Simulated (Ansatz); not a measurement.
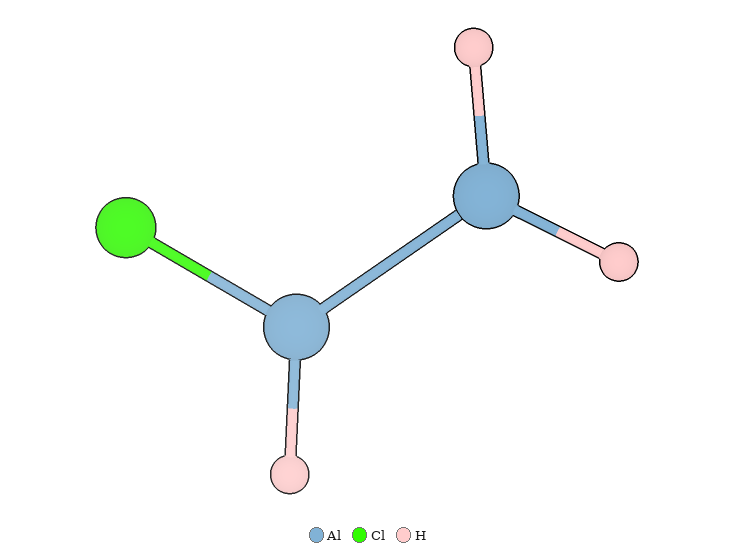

The picture shows a molecular structure as a ball-and-stick model.

The geometry was computed by an optimisation with PBE0-D4/def2-TZVP. No frequency run is at hand to confirm it as a minimum.

Identify the structure.

Formula Al₂ClH₃. This geometry has Cs symmetry. All atoms lie on one plane. Coordination: 2 Al trigonal planar.

The parts below concern this one geometry. Atoms keep their numbers from picture to picture.

**Geometry**

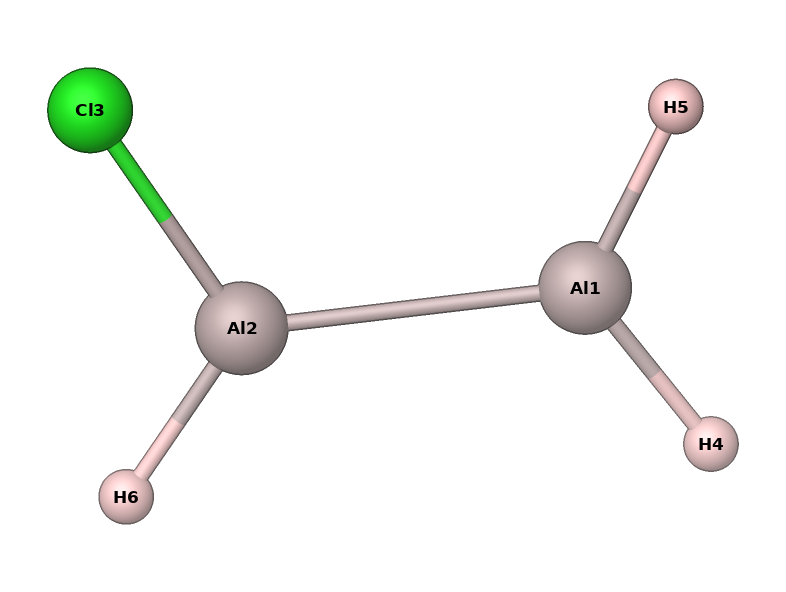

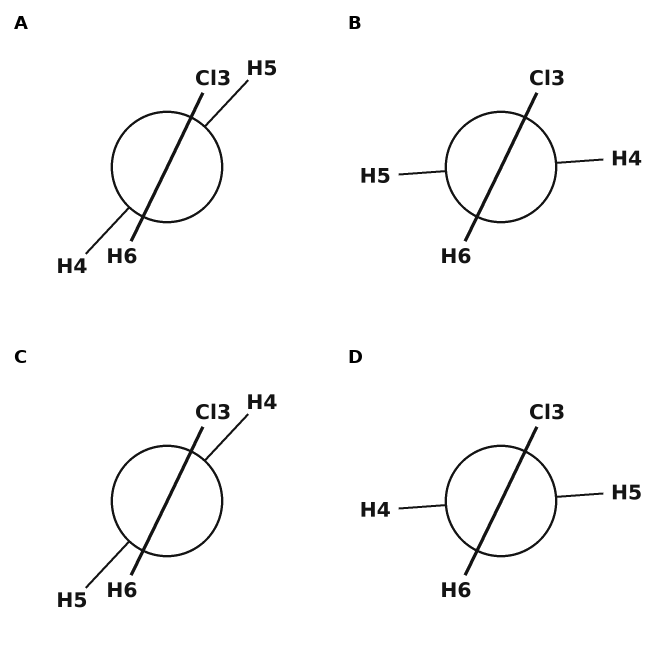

Depth is shown by fading: the farther an atom, the more it takes the colour of the background. Bonds that would overlap in a projection are set slightly apart. No frequency run is at hand to confirm it as a minimum.

Which Newman projection shows the view along Al2–Al1, with Al2 in front?

A. The torsion angle Cl3–Al2–Al1–H4 is 180°, antiperiplanar (anti).

**Dipole moment**

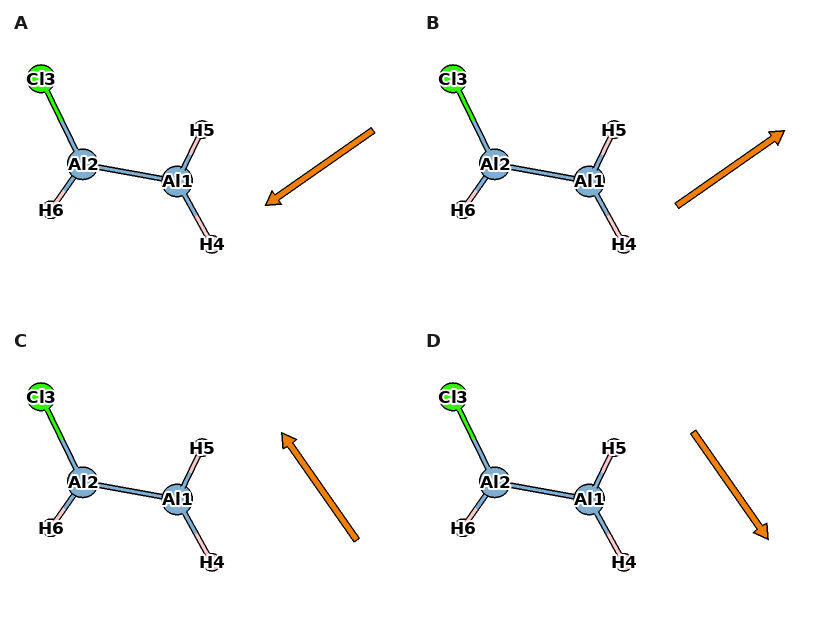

The same molecule four times, each with an arrow. No frequency run is at hand to confirm it as a minimum. Properties computed with RKS PBE0-D4/def2-TZVP (Ansatz 0.2.0).

Which arrow points along the dipole moment, from the negative to the positive end?

D. The dipole moment is 1.46 D; it points from the side of Cl3 to the side of H4 (the outermost atoms at the two ends).

**Electronic properties**

No frequency run is at hand to confirm it as a minimum. Properties computed with RKS PBE0-D4/def2-TZVPP (Ansatz 0.2.0).

Give the HOMO–LUMO gap at this level.

4.21 eV.

Estimate the HOMO energy (Kohn–Sham orbital).

−7.18 eV.

**Charges**

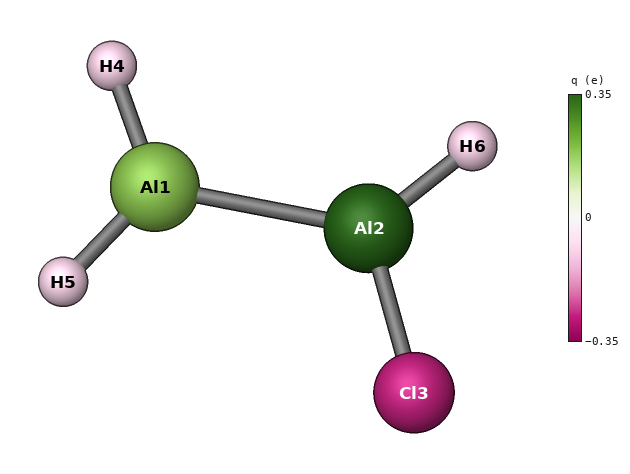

Atoms are coloured by their Mulliken charges. No frequency run is at hand to confirm it as a minimum. Properties computed with RKS PBE0-D4/def2-TZVP (Ansatz 0.2.0).

Which atom carries the highest charge (most positive or least negative)?

Al2 (0.35 e).

And the lowest?

Cl3 (−0.27 e).

Give the Mulliken charges atom by atom.

| atom | value (e) |
| --- | --- |
| Al1 | 0.19 |
| Al2 | 0.35 |
| Cl3 | −0.27 |
| H4 | −0.09 |
| H5 | −0.09 |
| H6 | −0.09 |

Mulliken values depend strongly on the basis set and can even reverse the polarity of a bond.
